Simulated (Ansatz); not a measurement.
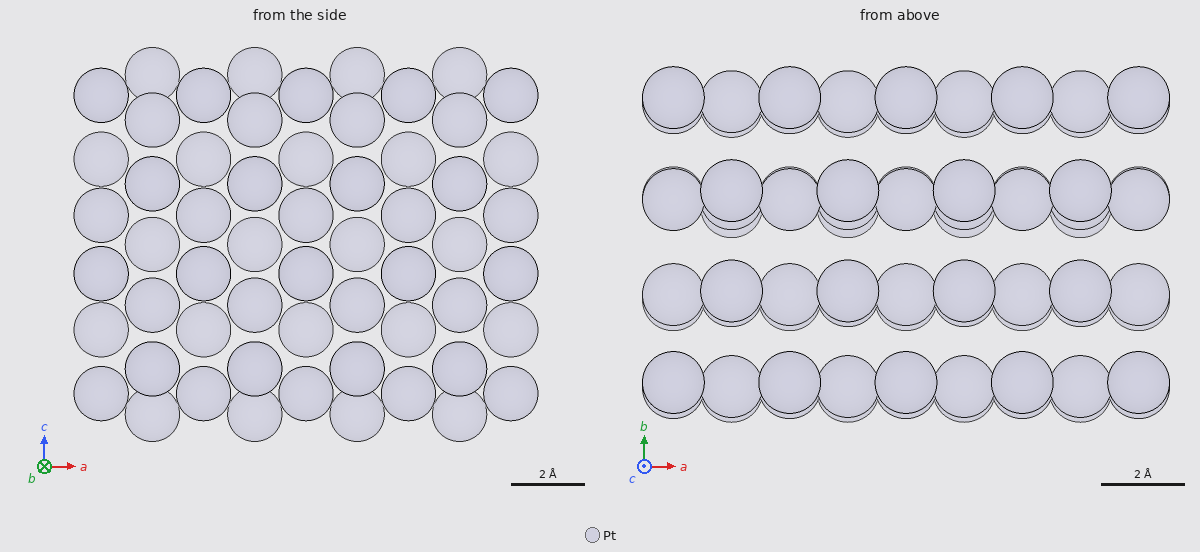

A spheres-only picture of a periodic slab, seen from the side and from above. The surface normal points up in side views; the vacuum is left out. 4×1 cells are drawn in the plane, with atoms at the edges repeated.

The cell holds 13 Pt. The slab was cut from bulk Pt (Fm-3m).

Question: How far apart are the outermost atoms along the normal?

Answer: About 9 Å from the lowest to the highest atom.

Question: Give the Miller indices of the face.

Answer: (2 1 1).

Electronic-structure method: DFT PBE, scalar-relativistic, plane waves, PAW (Ansatz 0.2.0). Parameters: a cutoff energy of 420 eV, k-grid 12×5×1, Gaussian smearing of 0.1 eV, no spin polarisation.

Question: How large is the work function at the top and at the bottom?

Answer: 5.56 eV on both faces.

The model was built from the standard structure of this element; a slab was cut from it. The atoms were relaxed in a fixed cell with DFT PBE, scalar-relativistic, plane waves, PAW (Ansatz).
